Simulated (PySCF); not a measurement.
# C₆H₅OS₂ (SMILES CC(=S)C1=CC(=O)[CH]S1) (doublet): what the fields show

```xyz
14

C     2.3149   -0.2249   -0.3575
C     1.3487    0.6312    0.3890
S     1.8688    1.8618    1.3493
C    -0.0424    0.3558    0.2637
C    -0.6847   -0.6351   -0.4089
C    -2.1362   -0.6010   -0.2874
O    -2.9362   -1.3787   -0.8007
C    -2.4941    0.5223    0.5463
S    -1.1971    1.4145    1.1095
H     3.3297    0.1272   -0.1955
H     2.0913   -0.2051   -1.4238
H     2.2384   -1.2584   -0.0198
H    -0.1998   -1.3985   -0.9892
H    -3.5021    0.7883    0.8028
```

Geometry: GFN2-xTB.

These are results of PySCF, UKS B3LYP, pcH-1 on C H O S, non-relativistic, mean-field spin-orbit, GIAO, not measurements.

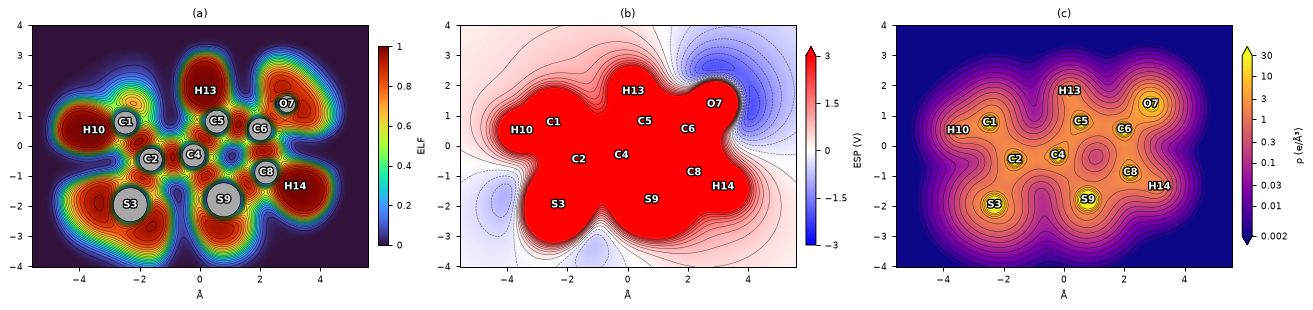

Figure 1. (a) ELF; (b) molecular electrostatic potential; (c) electron density on the plane of atoms C5, C6 and C8. Grey discs cover the atomic cores in the ELF map.

### What do the fields say about this system?

The section cuts through C, S, O and H sites.
C–O (1.23 Å): ρ is about 3.1 e/Å³ halfway; the ELF peaks at about 0.85 between the atoms (a short, multiple covalent bond).
C–C (1.36 Å): ρ at the midpoint is about 2.2 e/Å³; the ELF peaks at about 0.95 between the atoms (a covalent bond).
C–S (1.65 Å): the density is about 1.6 e/Å³ at the midpoint; the ELF peaks at about 0.90 between the atoms (a covalent bond).
C–H (1.07 Å): ρ at the midpoint is about 2.1 e/Å³; the ELF climbs to about 1 towards the hydrogen, as it does in any bond to H; an ordinary covalent bond to hydrogen.
C–C (1.42 Å): ρ at the midpoint is about 2 e/Å³; the ELF peaks at about 0.95 between the atoms (a covalent bond).
The ELF also peaks beside S9, S3 and O7, away from the bonds: non-bonding electrons, paired or unpaired.
Outside the dense part of the molecule the potential is most negative (−2.0 V) near O7.

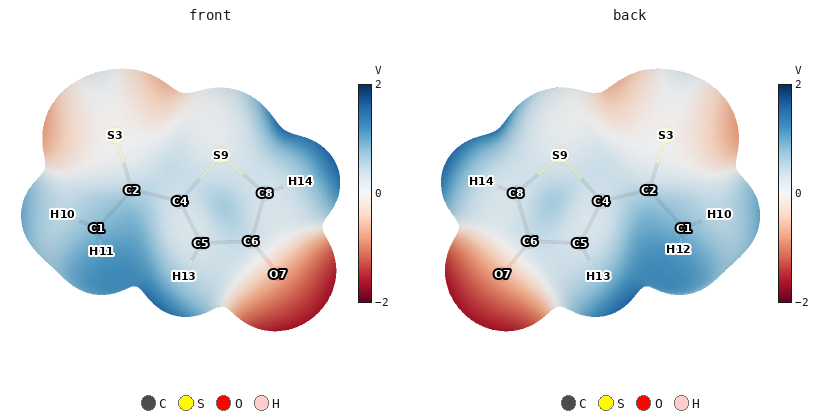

Figure 2. The electrostatic potential painted on the density surface at 0.002 e/bohr³, seen from the front and from behind; the colour scale runs from red (negative) to blue (positive).

### Describe the electrostatic potential map.

The most negative region (about −1.7 V) lies over O7, the most positive (about +1.5 V) over S9, H13 and H14. O7 is the likeliest acceptor of a hydrogen bond.
